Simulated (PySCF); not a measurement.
```yaml
atoms:
  - { symbol: C, position_ang: [-1.4445, -1.1655, 1.4439] }
  - { symbol: C, position_ang: [-1.1262, -0.2398, 0.3458] }
  - { symbol: C, position_ang: [-1.5173, 1.1997, 0.6553] }
  - { symbol: O, position_ang: [0.2928, -0.2979, 0.1314] }
  - { symbol: Si, position_ang: [1.1077, -0.2207, -1.2524] }
  - { symbol: P, position_ang: [3.1918, -0.4778, -0.4978] }
  - { symbol: H, position_ang: [-1.4110, -0.8198, 2.4591] }
  - { symbol: H, position_ang: [-1.4537, -2.2225, 1.2615] }
  - { symbol: H, position_ang: [-1.6086, -0.5687, -0.5848] }
  - { symbol: H, position_ang: [-2.5874, 1.2621, 0.8335] }
  - { symbol: H, position_ang: [-0.9860, 1.5390, 1.5408] }
  - { symbol: H, position_ang: [-1.2553, 1.8442, -0.1797] }
  - { symbol: H, position_ang: [0.8611, 1.0284, -1.9908] }
  - { symbol: H, position_ang: [0.7671, -1.3199, -2.1649] }
  - { symbol: H, position_ang: [3.7443, -0.3958, -1.7623] }
  - { symbol: H, position_ang: [3.4178, 0.8639, -0.2500] }
```

Geometry: GFN2-xTB.

Computed with UKS B3LYP, pcH-1 on C H O P Si, non-relativistic, mean-field spin-orbit, GIAO (PySCF).

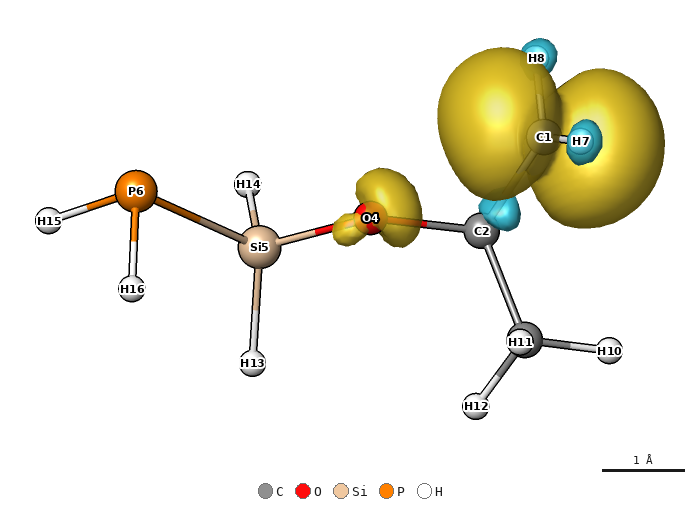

C$_{3}$H$_{10}$OPSi (doublet). Isosurfaces of the spin density (α minus β) at +0.03 (yellow) and −0.03 e/Å³ (cyan), seen across its widest extent.

Question: Which atoms carry the spin?

Answer: The unpaired spin (1 electron) lies mostly on C1 (about 0.8), in electrons by Hirshfeld's partition.
